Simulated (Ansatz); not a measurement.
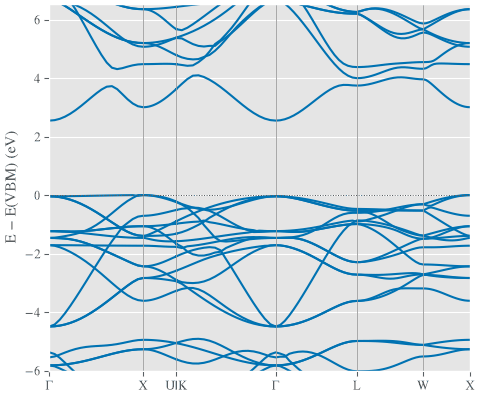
*Band structure from the program Ansatz at the PBEsol level (PAW)*

Read off the gap and where the band edges lie.

About 2.5 eV (2.55 eV by a search for the band edges); maximum at X, minimum at Γ.

The material is MgTePb$_{2}$O$_{6}$ in space group Fm-3m (No. 225; Mg on 4a, Te on 4b, Pb on 8c, O on 24e).

The first step of the workflow began from a Materials Project structure, measured or hypothetical; the Crystallography Open Database files this formula in space group No. 225, but the cells were not matched. Its standing as an ambient phase is unchecked. Symmetry was held in the PBEsol relaxation; whether a distortion lowers the energy is not shown. Scalar-relativistic: spin–orbit coupling is off unless named, which matters more the heavier the elements.

Potentials: the later of the program's two PAW sets.
